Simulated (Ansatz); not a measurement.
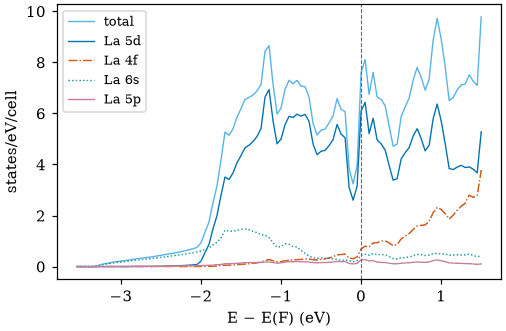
Fig. 1. Total and projected density of states of La (dhcp (α-La type), P6_3/mmc), the program Ansatz at the r²SCAN level (PAW)

Which orbitals carry the states next to the Fermi level?

Within 0.5 eV of the Fermi level: La 5d 79 %, La 4f 11 %, La 6s 6 %. Projections are on Löwdin-orthogonalised atomic valence shells; empty p or d shells of many metals are not among them.

Where is the tallest occupied peak in this window, and what makes it?

Near -1.1 eV, about 8.7 states/eV per cell; the largest projected share is La 5d.

The r²SCAN relaxation kept the symmetry of its start. Spin–orbit coupling is left out wherever it is not named.

Potentials: the earlier of the program's two PAW sets.
